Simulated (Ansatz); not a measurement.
**BNH (doublet): PBE0, B3LYP over a scan of the distance B1–H3, 6-31G**

Aim: run BNH (doublet) with these functionals over a scan of the distance B1–H3, and hold them against the top wave-function level at the same points.

Computed with Ansatz 0.2.0, Gaussian basis. Level: 6-31G, all electrons in the functionals.

The runs, in order: PBE0, B3LYP, at 0.940 Å; 1.068 Å; 1.174 Å; 1.288 Å; 1.430 Å; 1.622 Å; 1.865 Å; 2.177 Å; 2.637 Å; 3.155 Å; 4.046 Å.

18 further runs of the same task are left out: 11 that didn't finish, 7 set aside as unsound or not needed. Runs told in other sessions of the task aren't counted.

## Step 1: The system

The geometry derives from a PBE0/def2-TZVP stationary point (not a proven minimum). One bond is set to the value named and the two fragments are kept rigid.

3 atoms, charge 0, spin multiplicity 2.

Atoms are counted from 1 here; the program's logs count them from 0.

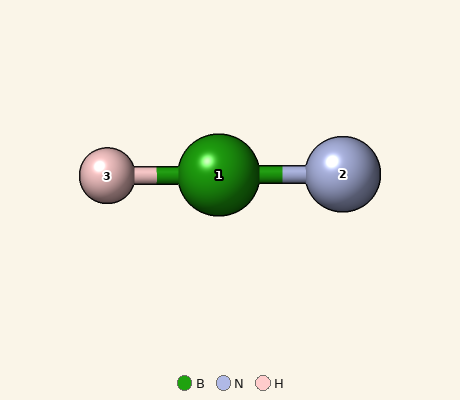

The geometry (boron green, nitrogen light blue, hydrogen pink); atoms are numbered from 1 in the order of the file.

No dispersion term is added. B3LYP takes the VWN-RPA correlation.

The geometry shown and the zero of energy belong to the point 1.174 Å. The yardstick, FCI, and other wave-function levels (R restricted, U unrestricted, valence and pair active spaces) come from earlier runs.

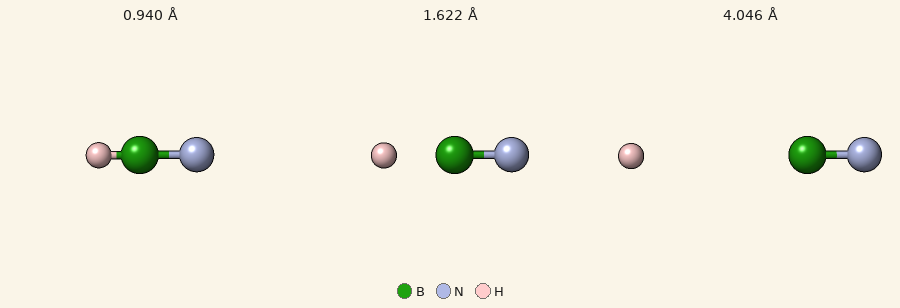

Three points of the scan; sticks are drawn by distance.

## Step 2: PBE0, 0.940 Å

Input file in.yaml:

```yaml
crystal:
  periodic: [false, false, false]
  atoms:
    - {symbol: B, position_ang: [0.000000, 0.000000, 0.121887]}
    - {symbol: N, position_ang: [0.000000, 0.000000, -1.183775]}
    - {symbol: H, position_ang: [0.000000, 0.000000, 1.061887]}
basis:
  gaussian: {orbitals: 6-31G}
magnetization: {spin_polarized: true, initial_magnetization: 1}
hamiltonian: {xc: {name: PBE0}}
output: {orbitals: {seedname: orbitals}}
```

Run with:

```console
$ ansatz run in.yaml --threads 1 --pin off --events-out ev --progress --plain --max-ram 2393MiB
```

The program printed:

```text
Functional definition: PBE0
  name "PBE0"
  cite "Adamo & Barone, J. Chem. Phys. 110, 6158 (1999) doi:10.1063/1.478522"
  cite "Perdew, Burke & Ernzerhof, Phys. Rev. Lett. 77, 3865 (1996) doi:10.1103/PhysRevLett.77.3865"
  parent pbe
  parameter a = 0.25
  parameter kappa = 0.804
  parameter beta = 0.06672455060314922
  exchange = (1 - a)*pbe_x(kappa = kappa, mu = beta*pi^2/3) + a*exact_x
  correlation = pbe_c(beta = beta)
290 factors; integrals over basis functions are off by at most 1.2e-4 eV
mean field evaluation 1: about -2172.5133 eV, gradient 2.1e1 eV
mean field evaluation 2: about -2166.6096 eV, gradient 4.0e1 eV
mean field evaluation 4: about -2174.6672 eV, gradient 3.3e-1 eV
mean field evaluation 8: about -2174.6652 eV, gradient 1.2e-2 eV
mean field evaluation 16: about -2174.6652 eV, gradient 2.9e-5 eV
mean field -2174.66520536 eV, -79.9174722559 hartree, gradient 2.9e-5 eV, S^2 0.752460; 1 other end points of the search recorded, 0 dependent functions left out
reference -2174.66521805 eV, -79.9174727225 hartree; 7, 6 occupied and 13, 14 virtual orbitals, 290 factors
Total energy: -2174.66521805 eV, -79.9174727225 hartree
```

Wall time 0.48 s (1 thread of Intel Xeon at 2.80GHz, shared host).

From the report: ⟨S²⟩ of the determinant 0.752 (pure doublet: 0.75).

## Step 3: PBE0, 1.068 Å

Input file in.yaml:

```yaml
crystal:
  periodic: [false, false, false]
  atoms:
    - {symbol: B, position_ang: [0.000000, 0.000000, 0.079221]}
    - {symbol: N, position_ang: [0.000000, 0.000000, -1.226441]}
    - {symbol: H, position_ang: [0.000000, 0.000000, 1.147221]}
basis:
  gaussian: {orbitals: 6-31G}
magnetization: {spin_polarized: true, initial_magnetization: 1}
hamiltonian: {xc: {name: PBE0}}
output: {forces: true, orbitals: {seedname: orbitals}}
```

Same command.

The program printed (excerpt; [...] marks lines left out):

```text
Functional definition: PBE0
  name "PBE0"
  cite "Adamo & Barone, J. Chem. Phys. 110, 6158 (1999) doi:10.1063/1.478522"
  cite "Perdew, Burke & Ernzerhof, Phys. Rev. Lett. 77, 3865 (1996) doi:10.1103/PhysRevLett.77.3865"
  parent pbe
[...]
290 factors; integrals over basis functions are off by at most 1.7e-4 eV
[...]
mean field -2175.61700071 eV, -79.9524500898 hartree, gradient 3.2e-5 eV, S^2 0.752489; 1 other end points of the search recorded, 0 dependent functions left out
[...]
reference -2175.61701365 eV, -79.9524505654 hartree; 7, 6 occupied and 13, 14 virtual orbitals, 290 factors
Total energy: -2175.61701365 eV, -79.9524505654 hartree
Atom 0 at     0.000000     0.000000     0.079221 Å, force     0.000000    -0.000000    -2.513850 eV/Å
Atom 1 at     0.000000     0.000000    -1.226441 Å, force    -0.000000     0.000000    -1.241143 eV/Å
Atom 2 at     0.000000     0.000000     1.147221 Å, force    -0.000000     0.000000     3.754993 eV/Å
Dipole moment:     0.000000     0.000000     0.553453 e Å
```

Run time: 0.51 s. Hardware: 1 thread of Intel Xeon at 2.80GHz, shared host.

From the report: ⟨S²⟩ of the determinant 0.752 (pure doublet: 0.75).

## Step 4: PBE0, 1.174 Å

Input file in.yaml:

```yaml
crystal:
  periodic: [false, false, false]
  atoms:
    - {symbol: B, position_ang: [0.000000, 0.000000, 0.043923]}
    - {symbol: N, position_ang: [0.000000, 0.000000, -1.261739]}
    - {symbol: H, position_ang: [0.000000, 0.000000, 1.217815]}
basis:
  gaussian: {orbitals: 6-31G}
magnetization: {spin_polarized: true, initial_magnetization: 1}
hamiltonian: {xc: {name: PBE0}}
output: {forces: true, orbitals: {seedname: orbitals}}
```

The command is unchanged.

The program printed (excerpt; [...] marks lines left out):

```text
Functional definition: PBE0
  name "PBE0"
  cite "Adamo & Barone, J. Chem. Phys. 110, 6158 (1999) doi:10.1063/1.478522"
  cite "Perdew, Burke & Ernzerhof, Phys. Rev. Lett. 77, 3865 (1996) doi:10.1103/PhysRevLett.77.3865"
  parent pbe
[...]
290 factors; integrals over basis functions are off by at most 2.0e-4 eV
[...]
mean field -2175.79440422 eV, -79.9589695488 hartree, gradient 1.3e-5 eV, S^2 0.752521; 1 other end points of the search recorded, 0 dependent functions left out
[...]
reference -2175.79441741 eV, -79.9589700333 hartree; 7, 6 occupied and 13, 14 virtual orbitals, 290 factors
Total energy: -2175.79441741 eV, -79.9589700333 hartree
Atom 0 at     0.000000     0.000000     0.043923 Å, force     0.000000     0.000000     1.428386 eV/Å
Atom 1 at     0.000000     0.000000    -1.261739 Å, force    -0.000000    -0.000000    -1.355409 eV/Å
Atom 2 at     0.000000     0.000000     1.217815 Å, force    -0.000000    -0.000000    -0.072977 eV/Å
Dipole moment:     0.000000    -0.000000     0.551647 e Å
```

It took 0.54 s on 1 thread of Intel Xeon at 2.80GHz, shared host.

From the report: ⟨S²⟩ of the determinant 0.753 (pure doublet: 0.75).

## Step 5: PBE0, 1.288 Å

Input file in.yaml:

```yaml
crystal:
  periodic: [false, false, false]
  atoms:
    - {symbol: B, position_ang: [0.000000, 0.000000, 0.005887]}
    - {symbol: N, position_ang: [0.000000, 0.000000, -1.299775]}
    - {symbol: H, position_ang: [0.000000, 0.000000, 1.293887]}
basis:
  gaussian: {orbitals: 6-31G}
magnetization: {spin_polarized: true, initial_magnetization: 1}
hamiltonian: {xc: {name: PBE0}}
output: {forces: true, orbitals: {seedname: orbitals}}
```

The command is unchanged.

The program printed (excerpt; [...] marks lines left out):

```text
Functional definition: PBE0
  name "PBE0"
  cite "Adamo & Barone, J. Chem. Phys. 110, 6158 (1999) doi:10.1063/1.478522"
  cite "Perdew, Burke & Ernzerhof, Phys. Rev. Lett. 77, 3865 (1996) doi:10.1103/PhysRevLett.77.3865"
  parent pbe
[...]
290 factors; integrals over basis functions are off by at most 2.2e-4 eV
[...]
mean field -2175.63756956 eV, -79.9532059812 hartree, gradient 3.8e-5 eV, S^2 0.752574; 1 other end points of the search recorded, 0 dependent functions left out
[...]
reference -2175.63758296 eV, -79.9532064738 hartree; 7, 6 occupied and 13, 14 virtual orbitals, 290 factors
Total energy: -2175.63758296 eV, -79.9532064738 hartree
Atom 0 at     0.000000     0.000000     0.005887 Å, force    -0.000000    -0.000000     3.899092 eV/Å
Atom 1 at     0.000000     0.000000    -1.299775 Å, force     0.000000    -0.000000    -1.457767 eV/Å
Atom 2 at     0.000000     0.000000     1.293887 Å, force     0.000000     0.000000    -2.441325 eV/Å
Dipole moment:    -0.000000     0.000000     0.547516 e Å
```

Wall time 0.48 s (1 thread of Intel Xeon at 2.80GHz, shared host).

From the report: ⟨S²⟩ of the determinant 0.753 (pure doublet: 0.75).

From 1.174 Å: +0.157 eV.

## Step 6: PBE0, 1.430 Å

Input file in.yaml:

```yaml
crystal:
  periodic: [false, false, false]
  atoms:
    - {symbol: B, position_ang: [0.000000, 0.000000, -0.041446]}
    - {symbol: N, position_ang: [0.000000, 0.000000, -1.347108]}
    - {symbol: H, position_ang: [0.000000, 0.000000, 1.388554]}
basis:
  gaussian: {orbitals: 6-31G}
magnetization: {spin_polarized: true, initial_magnetization: 1}
hamiltonian: {xc: {name: PBE0}}
output: {forces: true, orbitals: {seedname: orbitals}}
```

Launched as before.

The program printed (excerpt; [...] marks lines left out):

```text
Functional definition: PBE0
  name "PBE0"
  cite "Adamo & Barone, J. Chem. Phys. 110, 6158 (1999) doi:10.1063/1.478522"
  cite "Perdew, Burke & Ernzerhof, Phys. Rev. Lett. 77, 3865 (1996) doi:10.1103/PhysRevLett.77.3865"
  parent pbe
[...]
290 factors; integrals over basis functions are off by at most 2.3e-4 eV
[...]
mean field -2175.17273494 eV, -79.9361236240 hartree, gradient 2.6e-5 eV, S^2 0.752702; 1 other end points of the search recorded, 0 dependent functions left out
[...]
reference -2175.17274855 eV, -79.9361241242 hartree; 7, 6 occupied and 13, 14 virtual orbitals, 290 factors
Total energy: -2175.17274855 eV, -79.9361241242 hartree
Atom 0 at     0.000000     0.000000    -0.041446 Å, force     0.000000     0.000000     5.466790 eV/Å
Atom 1 at     0.000000     0.000000    -1.347108 Å, force    -0.000000    -0.000000    -1.565293 eV/Å
Atom 2 at     0.000000     0.000000     1.388554 Å, force    -0.000000    -0.000000    -3.901496 eV/Å
Dipole moment:    -0.000000     0.000000     0.540346 e Å
```

Run time: 0.57 s. Hardware: 1 thread of Intel Xeon at 2.80GHz, shared host.

From the report: ⟨S²⟩ of the determinant 0.753 (pure doublet: 0.75).

From 1.174 Å: +0.622 eV.

## Step 7: PBE0, 1.622 Å

Input file in.yaml:

```yaml
crystal:
  periodic: [false, false, false]
  atoms:
    - {symbol: B, position_ang: [0.000000, 0.000000, 0.105446]}
    - {symbol: N, position_ang: [0.000000, 0.000000, 1.411108]}
    - {symbol: H, position_ang: [0.000000, 0.000000, -1.516554]}
basis:
  gaussian: {orbitals: 6-31G}
magnetization: {spin_polarized: true, initial_magnetization: 1}
hamiltonian: {xc: {name: PBE0}}
output: {forces: true, orbitals: {seedname: orbitals}}
```

Same command.

The program printed (excerpt; [...] marks lines left out):

```text
Functional definition: PBE0
  name "PBE0"
  cite "Adamo & Barone, J. Chem. Phys. 110, 6158 (1999) doi:10.1063/1.478522"
  cite "Perdew, Burke & Ernzerhof, Phys. Rev. Lett. 77, 3865 (1996) doi:10.1103/PhysRevLett.77.3865"
  parent pbe
[...]
290 factors; integrals over basis functions are off by at most 2.3e-4 eV
[...]
mean field -2174.34712976 eV, -79.9057831934 hartree, gradient 1.5e-5 eV, S^2 0.753183; 1 other end points of the search recorded, 0 dependent functions left out
[...]
reference -2174.34714362 eV, -79.9057837025 hartree; 7, 6 occupied and 13, 14 virtual orbitals, 290 factors
Total energy: -2174.34714362 eV, -79.9057837025 hartree
Atom 0 at     0.000000     0.000000     0.105446 Å, force    -0.000000    -0.000000    -6.212831 eV/Å
Atom 1 at     0.000000     0.000000     1.411108 Å, force     0.000000     0.000000     1.688667 eV/Å
Atom 2 at     0.000000     0.000000    -1.516554 Å, force     0.000000     0.000000     4.524165 eV/Å
Dipole moment:    -0.000000    -0.000000    -0.528315 e Å
```

Run time: 0.48 s. Hardware: 1 thread of Intel Xeon at 2.80GHz, shared host.

From the report: ⟨S²⟩ of the determinant 0.753 (pure doublet: 0.75).

From 1.174 Å: +1.447 eV.

## Step 8: PBE0, 1.865 Å

Input file in.yaml:

```yaml
crystal:
  periodic: [false, false, false]
  atoms:
    - {symbol: B, position_ang: [0.000000, 0.000000, -0.186446]}
    - {symbol: N, position_ang: [0.000000, 0.000000, -1.492108]}
    - {symbol: H, position_ang: [0.000000, 0.000000, 1.678554]}
basis:
  gaussian: {orbitals: 6-31G}
magnetization: {spin_polarized: true, initial_magnetization: 1}
hamiltonian: {xc: {name: PBE0}}
output: {orbitals: {seedname: orbitals}}
```

Launched as before.

The program printed (excerpt; [...] marks lines left out):

```text
Functional definition: PBE0
  name "PBE0"
  cite "Adamo & Barone, J. Chem. Phys. 110, 6158 (1999) doi:10.1063/1.478522"
  cite "Perdew, Burke & Ernzerhof, Phys. Rev. Lett. 77, 3865 (1996) doi:10.1103/PhysRevLett.77.3865"
  parent pbe
[...]
290 factors; integrals over basis functions are off by at most 1.9e-4 eV
[...]
mean field -2173.25486233 eV, -79.8656431056 hartree, gradient 1.6e-5 eV, S^2 0.756982; 4 other end points of the search recorded, 0 dependent functions left out
reference -2173.25487650 eV, -79.8656436264 hartree; 7, 6 occupied and 13, 14 virtual orbitals, 290 factors
Total energy: -2173.25487650 eV, -79.8656436264 hartree
```

It took 0.93 s on 1 thread of Intel Xeon at 2.80GHz, shared host.

From the report: ⟨S²⟩ of the determinant 0.757 (pure doublet: 0.75).

From 1.174 Å: +2.540 eV.

## Step 9: PBE0, 2.177 Å

Input file in.yaml:

```yaml
crystal:
  periodic: [false, false, false]
  atoms:
    - {symbol: B, position_ang: [0.000000, 0.000000, -0.290446]}
    - {symbol: N, position_ang: [0.000000, 0.000000, -1.596108]}
    - {symbol: H, position_ang: [0.000000, 0.000000, 1.886554]}
basis:
  gaussian: {orbitals: 6-31G}
magnetization: {spin_polarized: true, initial_magnetization: 1}
hamiltonian: {xc: {name: PBE0}}
output: {forces: true, orbitals: {seedname: orbitals}}
```

Launched as before.

The program printed (excerpt; [...] marks lines left out):

```text
Functional definition: PBE0
  name "PBE0"
  cite "Adamo & Barone, J. Chem. Phys. 110, 6158 (1999) doi:10.1063/1.478522"
  cite "Perdew, Burke & Ernzerhof, Phys. Rev. Lett. 77, 3865 (1996) doi:10.1103/PhysRevLett.77.3865"
  parent pbe
[...]
290 factors; integrals over basis functions are off by at most 1.1e-4 eV
[...]
mean field -2172.06209748 eV, -79.8218098059 hartree, gradient 1.8e-5 eV, S^2 1.024163; 8 other end points of the search recorded, 0 dependent functions left out
[...]
reference -2172.06211307 eV, -79.8218103786 hartree; 7, 6 occupied and 13, 14 virtual orbitals, 290 factors
Total energy: -2172.06211307 eV, -79.8218103786 hartree
Atom 0 at     0.000000     0.000000    -0.290446 Å, force     0.000000    -0.000000     4.829503 eV/Å
Atom 1 at     0.000000     0.000000    -1.596108 Å, force    -0.000000     0.000000    -1.939094 eV/Å
Atom 2 at     0.000000     0.000000     1.886554 Å, force    -0.000000     0.000000    -2.890409 eV/Å
Dipole moment:     0.000000     0.000000     0.493801 e Å
```

Run time: 1.9 s. Hardware: 1 thread of Intel Xeon at 2.80GHz, shared host.

From the report: ⟨S²⟩ of the determinant 1.024 (pure doublet: 0.75).

From 1.174 Å: +3.732 eV.

## Step 10: PBE0, 2.637 Å

Input file in.yaml:

```yaml
crystal:
  periodic: [false, false, false]
  atoms:
    - {symbol: B, position_ang: [0.000000, 0.000000, -0.443779]}
    - {symbol: N, position_ang: [0.000000, 0.000000, -1.749441]}
    - {symbol: H, position_ang: [0.000000, 0.000000, 2.193221]}
basis:
  gaussian: {orbitals: 6-31G}
magnetization: {spin_polarized: true, initial_magnetization: 1}
hamiltonian: {xc: {name: PBE0}}
output: {orbitals: {seedname: orbitals}}
```

The command is unchanged.

The program printed (excerpt; [...] marks lines left out):

```text
Functional definition: PBE0
  name "PBE0"
  cite "Adamo & Barone, J. Chem. Phys. 110, 6158 (1999) doi:10.1063/1.478522"
  cite "Perdew, Burke & Ernzerhof, Phys. Rev. Lett. 77, 3865 (1996) doi:10.1103/PhysRevLett.77.3865"
  parent pbe
[...]
290 factors; integrals over basis functions are off by at most 1.2e-4 eV
[...]
mean field -2171.31009922 eV, -79.7941743796 hartree, gradient 3.5e-6 eV, S^2 1.561409; 11 other end points of the search recorded, 0 dependent functions left out
reference -2171.31011693 eV, -79.7941750305 hartree; 7, 6 occupied and 13, 14 virtual orbitals, 290 factors
Total energy: -2171.31011693 eV, -79.7941750305 hartree
```

It took 2.9 s on 1 thread of Intel Xeon at 2.80GHz, shared host.

From the report: ⟨S²⟩ of the determinant 1.561 (pure doublet: 0.75). The determinant of PBE0 (⟨S²⟩ 1.56) is far from a pure spin state, so its energy mixes those of several spin states; that is harmless only where they are near-degenerate.

From 1.174 Å: +4.484 eV.

## Step 11: PBE0, 3.155 Å

Input file in.yaml:

```yaml
crystal:
  periodic: [false, false, false]
  atoms:
    - {symbol: B, position_ang: [0.000000, 0.000000, -0.616446]}
    - {symbol: N, position_ang: [0.000000, 0.000000, -1.922108]}
    - {symbol: H, position_ang: [0.000000, 0.000000, 2.538554]}
basis:
  gaussian: {orbitals: 6-31G}
magnetization: {spin_polarized: true, initial_magnetization: 1}
hamiltonian: {xc: {name: PBE0}}
output: {orbitals: {seedname: orbitals}}
```

Launched as before.

The program printed (excerpt; [...] marks lines left out):

```text
Functional definition: PBE0
  name "PBE0"
  cite "Adamo & Barone, J. Chem. Phys. 110, 6158 (1999) doi:10.1063/1.478522"
  cite "Perdew, Burke & Ernzerhof, Phys. Rev. Lett. 77, 3865 (1996) doi:10.1103/PhysRevLett.77.3865"
  parent pbe
[...]
290 factors; integrals over basis functions are off by at most 1.9e-4 eV
[...]
mean field -2171.09625909 eV, -79.7863158998 hartree, gradient 9.8e-6 eV, S^2 1.714432; 11 other end points of the search recorded, 0 dependent functions left out
reference -2171.09627852 eV, -79.7863166135 hartree; 7, 6 occupied and 13, 14 virtual orbitals, 290 factors
Total energy: -2171.09627852 eV, -79.7863166135 hartree
```

It took 2.1 s on 1 thread of Intel Xeon at 2.80GHz, shared host.

From the report: ⟨S²⟩ of the determinant 1.714 (pure doublet: 0.75). The determinant of PBE0 (⟨S²⟩ 1.71) is far from a pure spin state, so its energy mixes those of several spin states; that is harmless only where they are near-degenerate.

From 1.174 Å: +4.698 eV.

## Step 12: PBE0, 4.046 Å

Input file in.yaml:

```yaml
crystal:
  periodic: [false, false, false]
  atoms:
    - {symbol: B, position_ang: [0.000000, 0.000000, -0.913446]}
    - {symbol: N, position_ang: [0.000000, 0.000000, -2.219108]}
    - {symbol: H, position_ang: [0.000000, 0.000000, 3.132554]}
basis:
  gaussian: {orbitals: 6-31G}
magnetization: {spin_polarized: true, initial_magnetization: 1}
hamiltonian: {xc: {name: PBE0}}
output: {forces: true, orbitals: {seedname: orbitals}}
```

The command is unchanged.

The program printed (excerpt; [...] marks lines left out):

```text
Functional definition: PBE0
  name "PBE0"
  cite "Adamo & Barone, J. Chem. Phys. 110, 6158 (1999) doi:10.1063/1.478522"
  cite "Perdew, Burke & Ernzerhof, Phys. Rev. Lett. 77, 3865 (1996) doi:10.1103/PhysRevLett.77.3865"
  parent pbe
[...]
290 factors; integrals over basis functions are off by at most 2.7e-4 eV
[...]
mean field -2171.03420034 eV, -79.7840352828 hartree, gradient 8.5e-6 eV, S^2 1.752105; 11 other end points of the search recorded, 0 dependent functions left out
[...]
reference -2171.03422219 eV, -79.7840360855 hartree; 7, 6 occupied and 13, 14 virtual orbitals, 290 factors
Total energy: -2171.03422219 eV, -79.7840360855 hartree
Atom 0 at     0.000000     0.000000    -0.913446 Å, force     0.000000     0.000000     2.107683 eV/Å
Atom 1 at     0.000000     0.000000    -2.219108 Å, force    -0.000000    -0.000000    -2.088937 eV/Å
Atom 2 at     0.000000     0.000000     3.132554 Å, force    -0.000000    -0.000000    -0.018746 eV/Å
Dipole moment:    -0.000000    -0.000000     0.434274 e Å
```

Wall time 3 s (1 thread of Intel Xeon at 2.80GHz, shared host).

From the report: ⟨S²⟩ of the determinant 1.752 (pure doublet: 0.75). The determinant of PBE0 (⟨S²⟩ 1.75) is far from a pure spin state, so its energy mixes those of several spin states; that is harmless only where they are near-degenerate.

From 1.174 Å: +4.760 eV.

## Step 13: B3LYP, 0.940 Å

Input file in.yaml:

```yaml
crystal:
  periodic: [false, false, false]
  atoms:
    - {symbol: B, position_ang: [0.000000, 0.000000, 0.121887]}
    - {symbol: N, position_ang: [0.000000, 0.000000, -1.183775]}
    - {symbol: H, position_ang: [0.000000, 0.000000, 1.061887]}
basis:
  gaussian: {orbitals: 6-31G}
magnetization: {spin_polarized: true, initial_magnetization: 1}
hamiltonian: {xc: {name: B3LYP}}
```

The command is unchanged.

The program printed (excerpt; [...] marks lines left out):

```text
Functional definition: B3LYP
  name "B3LYP"
  cite "Stephens, Devlin, Chabalowski & Frisch, J. Phys. Chem. 98, 11623 (1994) doi:10.1021/j100096a001"
  cite "Becke, Phys. Rev. A 38, 3098 (1988) doi:10.1103/PhysRevA.38.3098"
  cite "Lee, Yang & Parr, Phys. Rev. B 37, 785 (1988) doi:10.1103/PhysRevB.37.785"
  cite "Vosko, Wilk & Nusair, Can. J. Phys. 58, 1200 (1980) doi:10.1139/p80-159"
[...]
290 factors; integrals over basis functions are off by at most 1.2e-4 eV
[...]
mean field -2177.71644599 eV, -80.0296032808 hartree, gradient 2.3e-5 eV, S^2 0.752334; 1 other end points of the search recorded, 0 dependent functions left out
reference -2177.71658395 eV, -80.0296083507 hartree; 7, 6 occupied and 13, 14 virtual orbitals, 290 factors
Total energy: -2177.71658395 eV, -80.0296083507 hartree
```

Run time: 0.45 s. Hardware: 1 thread of Intel Xeon at 2.80GHz, shared host.

From the report: ⟨S²⟩ of the determinant 0.752 (pure doublet: 0.75).

## Step 14: B3LYP, 1.068 Å

Input file in.yaml:

```yaml
crystal:
  periodic: [false, false, false]
  atoms:
    - {symbol: B, position_ang: [0.000000, 0.000000, 0.079221]}
    - {symbol: N, position_ang: [0.000000, 0.000000, -1.226441]}
    - {symbol: H, position_ang: [0.000000, 0.000000, 1.147221]}
basis:
  gaussian: {orbitals: 6-31G}
magnetization: {spin_polarized: true, initial_magnetization: 1}
hamiltonian: {xc: {name: B3LYP}}
```

Launched as before.

The program printed (excerpt; [...] marks lines left out):

```text
Functional definition: B3LYP
  name "B3LYP"
  cite "Stephens, Devlin, Chabalowski & Frisch, J. Phys. Chem. 98, 11623 (1994) doi:10.1021/j100096a001"
  cite "Becke, Phys. Rev. A 38, 3098 (1988) doi:10.1103/PhysRevA.38.3098"
  cite "Lee, Yang & Parr, Phys. Rev. B 37, 785 (1988) doi:10.1103/PhysRevB.37.785"
  cite "Vosko, Wilk & Nusair, Can. J. Phys. 58, 1200 (1980) doi:10.1139/p80-159"
[...]
290 factors; integrals over basis functions are off by at most 1.7e-4 eV
[...]
mean field -2178.64768664 eV, -80.0638257435 hartree, gradient 3.9e-5 eV, S^2 0.752350; 1 other end points of the search recorded, 0 dependent functions left out
reference -2178.64782776 eV, -80.0638309295 hartree; 7, 6 occupied and 13, 14 virtual orbitals, 290 factors
Total energy: -2178.64782776 eV, -80.0638309295 hartree
```

It took 0.42 s on 1 thread of Intel Xeon at 2.80GHz, shared host.

From the report: ⟨S²⟩ of the determinant 0.752 (pure doublet: 0.75).

[end of part 1 of 2]
